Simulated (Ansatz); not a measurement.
# One shape, several levels: SiHCl2O2 (SMILES [O][Si](O)(Cl)Cl)

Aim: a comparison of 4 runs (UHF/STO-3G, UB3LYP/6-31G*, UB3LYP/cc-pVDZ) of SiHCl2O2. 

The results are computed with Ansatz 0.2.0.

58 further runs of the same task are left out: 7 that didn't finish, 51 set aside as unsound or not needed. Runs told in other sessions of the task aren't counted.

**1. The system as given**

SiHCl2O2 has 6 atoms, charge 0, and is taken as a doublet. SMILES: `[O][Si](O)(Cl)Cl`. The Si2–Cl4 distance was set to 4.433 Å, away from the relaxed value. At this shape a bond of the SMILES string is far longer than usual.

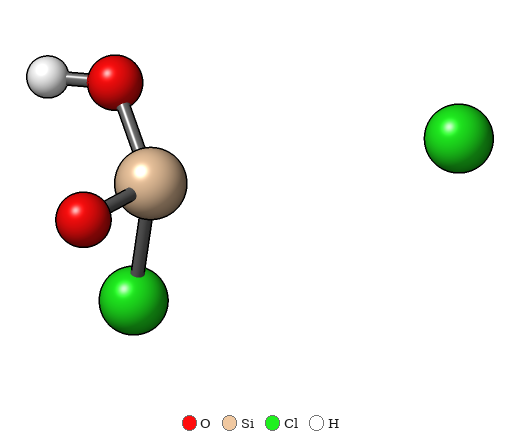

Viewed from a chosen angle; oxygen red, silicon light orange, chlorine green, hydrogen white.

**2. The energy at UHF/STO-3G (run 1)**

Input file job.yaml:

```yaml
crystal:
  periodic: [false, false, false]
  atoms:
    - {symbol: O, position_ang: [-0.089089, 1.177390, 3.098379]}
    - {symbol: Si, position_ang: [0.866111, 1.037690, 1.763079]}
    - {symbol: O, position_ang: [2.188911, 0.140690, 2.001679]}
    - {symbol: Cl, position_ang: [-1.218400, -0.789200, -1.696000]}
    - {symbol: Cl, position_ang: [1.248411, 3.008490, 1.452579]}
    - {symbol: H, position_ang: [2.731111, 0.343290, 2.767979]}
basis:
  gaussian: {orbitals: STO-3G}
output: {orbitals: {seedname: orbitals}}
accuracy: high
hamiltonian: {xc: hf}
magnetization: {spin_polarized: true, initial_magnetization: 1}
```

The run is started by

```bash
$ ansatz run job.yaml --threads 1 --pin off --max-ram 3480MiB --events-out events.jsonl --progress --plain --runs-dir runs
```

What it wrote:

```text
Warning: RAYON_NUM_THREADS=1 ignored (pool sized by the plan → 1); use --threads N
Functional definition: HF
  name "HF"
  exchange = exact_x
  correlation = 0
702 factors; integrals over basis functions are off by at most 3.1e-8 eV
mean field evaluation 1: about -36535.8832 eV, gradient 2.0e1 eV
mean field evaluation 2: about -36535.9375 eV, gradient 2.0e1 eV
mean field evaluation 4: about -36539.3328 eV, gradient 7.1e0 eV
mean field evaluation 8: about -36540.2256 eV, gradient 2.7e0 eV
mean field evaluation 16: about -36544.9513 eV, gradient 1.8e0 eV
mean field evaluation 32: about -36544.5662 eV, gradient 5.3e0 eV
mean field evaluation 64: about -36543.9408 eV, gradient 7.5e0 eV
mean field evaluation 96: about -36545.1918 eV, gradient 4.9e-3 eV
mean field evaluation 128: about -36545.0304 eV, gradient 3.9e-1 eV
mean field evaluation 160: about -36544.6241 eV, gradient 1.6e0 eV
mean field evaluation 192: about -36544.6862 eV, gradient 2.2e-1 eV
mean field evaluation 224: about -36544.8625 eV, gradient 2.5e0 eV
mean field evaluation 256: about -36545.1929 eV, gradient 2.7e-2 eV
mean field evaluation 288: about -36545.1034 eV, gradient 1.1e0 eV
mean field evaluation 320: about -36545.1736 eV, gradient 3.2e-2 eV
mean field evaluation 352: about -36539.1778 eV, gradient 6.7e0 eV
mean field evaluation 384: about -36544.5005 eV, gradient 5.8e0 eV
mean field evaluation 416: about -36539.1699 eV, gradient 7.1e0 eV
mean field -36545.19362080 eV, -1343.0110943424 hartree, gradient 2.5e-8 eV, S^2 1.636890; 6 other end points of the search recorded, 0 dependent functions left out
reference -36545.19362080 eV, -1343.0110943424 hartree; 33, 32 occupied and 5, 6 virtual orbitals, 702 factors
Total energy: -36545.19362080 eV, -1343.0110943424 hartree
```

Run time: 5.4 s. Hardware: 1 thread of Arm Neoverse V2, shared host; peak memory 0.12 GiB.

**3. A single-point energy at UB3LYP/6-31G(d) (spherical functions) (run 2)**

Input file job.yaml:

```yaml
basis:
  gaussian:
    orbitals: 6-31G_st_-spherical.json
crystal:
  periodic: [false, false, false]
  atoms:
    - symbol: O
      position_ang: [-0.089089, 1.177390, 3.098379]
    - symbol: Si
      position_ang: [0.866111, 1.037690, 1.763079]
    - symbol: O
      position_ang: [2.188911, 0.140690, 2.001679]
    - symbol: Cl
      position_ang: [-1.218400, -0.789200, -1.696000]
    - symbol: Cl
      position_ang: [1.248411, 3.008490, 1.452579]
    - symbol: H
      position_ang: [2.731111, 0.343290, 2.767979]
magnetization:
  spin_polarized: true
  initial_magnetization: 1
hamiltonian:
  xc: {name: B3LYP}
accuracy: high
output: {orbitals: {seedname: orbitals}}
```

The basis set 6-31G* is read from a file made from the Basis Set Exchange's data (not shown).

The run is started by

```bash
$ ansatz run job.yaml --threads 1 --pin off --max-ram 3480MiB --events-out events.jsonl --progress --plain --runs-dir runs
```

What it wrote, cut to the lines that bear on the results:

```text
Warning: RAYON_NUM_THREADS=1 ignored (pool sized by the plan → 1); use --threads N
Functional definition: B3LYP
  name "B3LYP"
[...]
1667 factors; integrals over basis functions are off by at most 5.6e-9 eV
[...]
mean field -37031.42168659 eV, -1360.8796461831 hartree, gradient 1.9e-8 eV, S^2 0.996514; 8 other end points of the search recorded, 0 dependent functions left out
reference -37031.42173119 eV, -1360.8796478219 hartree; 33, 32 occupied and 51, 52 virtual orbitals, 1667 factors
Total energy: -37031.42173119 eV, -1360.8796478219 hartree
```

Run time: 77 s. Hardware: 1 thread of Arm Neoverse V2, shared host; peak memory 0.46 GiB.

Run 3 isn't shown in full; the table further down has it.

**4. A single-point energy at UB3LYP/6-31G(d) (Cartesian functions) (run 4)**

Input file run.yaml:

```yaml
crystal:
  periodic: [false, false, false]
  atoms:
    - {symbol: O, position_ang: [-0.089089, 1.177390, 3.098379]}
    - {symbol: Si, position_ang: [0.866111, 1.037690, 1.763079]}
    - {symbol: O, position_ang: [2.188911, 0.140690, 2.001679]}
    - {symbol: Cl, position_ang: [-1.218400, -0.789200, -1.696000]}
    - {symbol: Cl, position_ang: [1.248411, 3.008490, 1.452579]}
    - {symbol: H, position_ang: [2.731111, 0.343290, 2.767979]}
basis:
  gaussian:
    orbitals: "6-31G*"
magnetization:
  spin_polarized: true
  initial_magnetization: 1
hamiltonian:
  xc: {name: B3LYP}
accuracy: high
output:
  orbitals: {seedname: orbitals}
```

The run is started by

```bash
$ ansatz run run.yaml --threads 1 --pin off --max-ram 3480MiB --events-out events.jsonl --progress --plain --runs-dir runs
```

What it wrote, cut to the lines that bear on the results:

```text
Warning: RAYON_NUM_THREADS=1 ignored (pool sized by the plan → 1); use --threads N
Functional definition: B3LYP
  name "B3LYP"
[...]
1710 factors; integrals over basis functions are off by at most 3.2e-9 eV
[...]
mean field -37031.73368774 eV, -1360.8911120139 hartree, gradient 1.5e-8 eV, S^2 0.994979; 8 other end points of the search recorded, 0 dependent functions left out
reference -37031.73373240 eV, -1360.8911136549 hartree; 33, 32 occupied and 56, 57 virtual orbitals, 1710 factors
Total energy: -37031.73373240 eV, -1360.8911136549 hartree
```

It took 77 s on 1 thread of Arm Neoverse V2, shared host; peak memory 0.49 GiB.

**5. Overview of the runs**

| run | level | Cartesian functions | energy (Eh) | HOMO energy (eV) | LUMO energy (eV) | ⟨S²⟩ | wall time |
| --- | --- | --- | --- | --- | --- | --- | --- |
| 1 | UHF/STO-3G | no | -1343.011094 | -8.19 | 1.35 | 1.637 | 5.4 s |
| 2 | UB3LYP/6-31G* (spherical functions) | no | -1360.879648 | -7.65 | -6.77 | 0.997 | 77 s |
| 3 | UB3LYP/cc-pVDZ | no | -1360.954308 | -7.55 | -6.68 | 0.989 | 69 s |
| 4 | UB3LYP/6-31G* (Cartesian functions) | yes | -1360.891114 | -7.65 | -6.78 | 0.995 | 77 s |

**6. Results**

| quantity | value |
| --- | --- |
| run 4: total energy | -1360.89111 Eh |
| run 4: HOMO energy (highest over α and β) | -7.65 eV |
| run 4: LUMO energy (lowest over α and β) | -6.78 eV |
| run 4: ⟨S²⟩ | 0.995 |

What this shows: In run 1 the basis is minimal, so the values are rough. Spin contamination of the reference: run 1 ⟨S²⟩ = 1.64, run 2 ⟨S²⟩ = 1.00, run 4 ⟨S²⟩ = 0.99, run 3 ⟨S²⟩ = 0.99. Where it is this large, the reference is a mixture of spin states, and values that rest on it are in doubt. All runs together took 3.8 min, the longest 77 s.
